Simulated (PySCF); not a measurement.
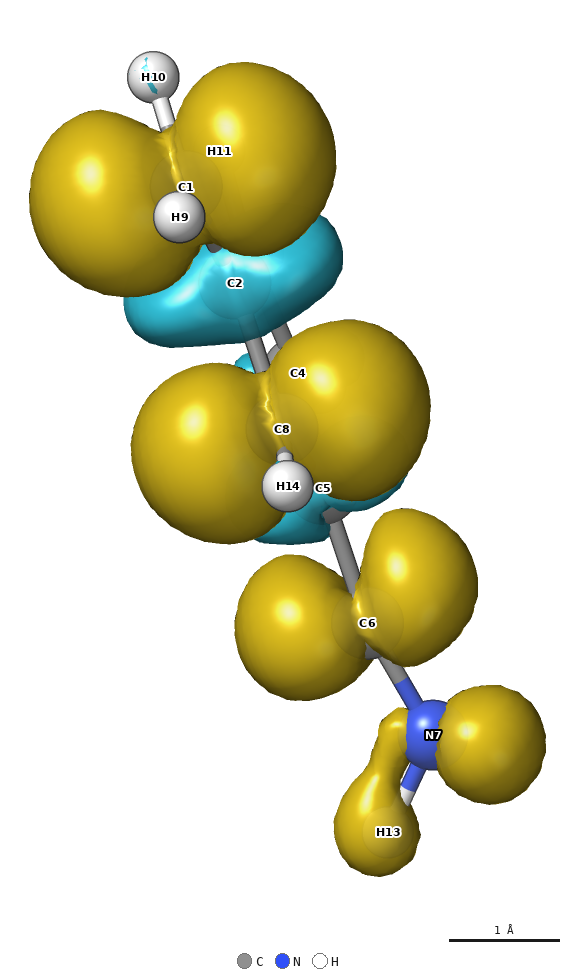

The picture shows: C7H6N (SMILES [H]/N=[C]/C1=CC(=C)C=C1) (doublet). Isosurfaces of the spin density at +0.02 (yellow) and −0.02 e/Å³ (cyan), seen at an oblique angle.

Geometry: GFN2-xTB.

Level of theory: PySCF, UKS B3LYP, pcH-1 on C H N, non-relativistic, mean-field spin-orbit, GIAO.

```json
{"atom": "C", "x (Å)": "-2.4797", "y (Å)": "-0.7226", "z (Å)": "0.4910"}
{"atom": "C", "x (Å)": "-1.2487", "y (Å)": "-0.2098", "z (Å)": "0.2201"}
{"atom": "C", "x (Å)": "-0.9693", "y (Å)": "1.1564", "z (Å)": "-0.2108"}
{"atom": "C", "x (Å)": "0.3507", "y (Å)": "1.3123", "z (Å)": "-0.3907"}
{"atom": "C", "x (Å)": "1.0142", "y (Å)": "0.0442", "z (Å)": "-0.0787"}
{"atom": "C", "x (Å)": "2.3173", "y (Å)": "-0.1748", "z (Å)": "-0.1986"}
{"atom": "N", "x (Å)": "3.5124", "y (Å)": "-0.2840", "z (Å)": "-0.0787"}
{"atom": "C", "x (Å)": "-0.0006", "y (Å)": "-0.8731", "z (Å)": "0.2912"}
{"atom": "H", "x (Å)": "-2.6029", "y (Å)": "-1.7463", "z (Å)": "0.7969"}
{"atom": "H", "x (Å)": "-3.3666", "y (Å)": "-0.1205", "z (Å)": "0.4066"}
{"atom": "H", "x (Å)": "-1.7284", "y (Å)": "1.9031", "z (Å)": "-0.3545"}
{"atom": "H", "x (Å)": "0.8809", "y (Å)": "2.1927", "z (Å)": "-0.7039"}
{"atom": "H", "x (Å)": "4.1576", "y (Å)": "-0.5855", "z (Å)": "-0.7949"}
{"atom": "H", "x (Å)": "0.1625", "y (Å)": "-1.8923", "z (Å)": "0.5830"}
```

> Where is the unpaired spin?

The unpaired spin (1 electron) lies mostly on C1 (about 0.4), C8 (about 0.3), C6 (about 0.1) and N7 (about 0.1), in electrons by Hirshfeld's partition.
